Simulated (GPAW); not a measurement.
**Atomisation calculation, with input and output: CH3Zn**

System: CH3Zn, multiplicity 2, SMILES [CH3][Zn].
Method: PBE/plane waves, UKS, scalar-relativistic datasets (GPAW 26.7.0).

The geometry comes from this level: GFN2-xTB.

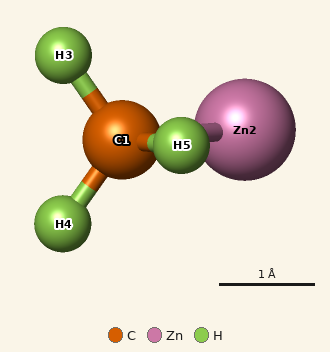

The structure as given in the input (ball-and-stick view, seen at a tilt; atoms are numbered from 1 in the order of the input). Sticks mark near contacts.

**Input file (calc.py)**
```python
from ase import Atoms
from gpaw import GPAW, PW

# Atomic positions
mol = Atoms(["C", "Zn", "H", "H", "H"],
    positions=[[  0.100780,  -0.175200,  -0.104040],
               [ -0.872930,   1.514910,   0.906920],
               [  0.272550,  -0.967250,   0.615310],
               [ -0.545630,  -0.531170,  -0.899240],
               [  1.045230,   0.158710,  -0.518940]])
mol.center(vacuum=4.5)
mol.set_initial_magnetic_moments([0.5, 0.5, 0.0, 0.0, 0.0])

# GPAW settings
dft = GPAW(mode={"name": "pw", "ecut": 400},
           xc="PBE",
           occupations={"name": "fermi-dirac", "width": 0.01, "fixmagmom": True},
           maxiter=100,
           symmetry="off",
           txt="gs.txt")
mol.calc = dft

e = mol.get_potential_energy()
e_mol = {"PBE": e}

# Spin-polarised atoms
e_atom = {}
for symbol in sorted(set(mol.symbols)):
    atom = Atoms(symbol, cell=mol.cell, pbc=mol.pbc)
    atom.center()
    atom.calc = GPAW(mode={"name": "pw", "ecut": 400},
                     xc="PBE",
                     maxiter=150,
                     symmetry="off",
                     hund=True,
                     txt=f'{symbol}_atom.txt')
    e = atom.get_potential_energy()
    e_atom[symbol] = {"PBE": e}

atomisation = {xc: sum(e_atom[x][xc] for x in mol.symbols) - e_mol[xc] for xc in e_mol}
for xc, de in atomisation.items():
    print(f'{xc:32} {de:9.3f} eV')
```

Hardware: 1 thread of Intel Xeon @ 2.50GHz (Skylake/Cascade Lake), 189 GiB of memory available, shared host.

Command:
```bash
python calc.py
```

**The program's output**
```
PBE                                 14.091 eV
```

**Summary**

- outcome: converged
- energy relative to the program's reference atoms: −18.7108 eV
- atomisation energy: 14.091 eV
- dipole moment: 0.13 D
- wall time: 1.8 min
- peak memory: 0.71 GiB
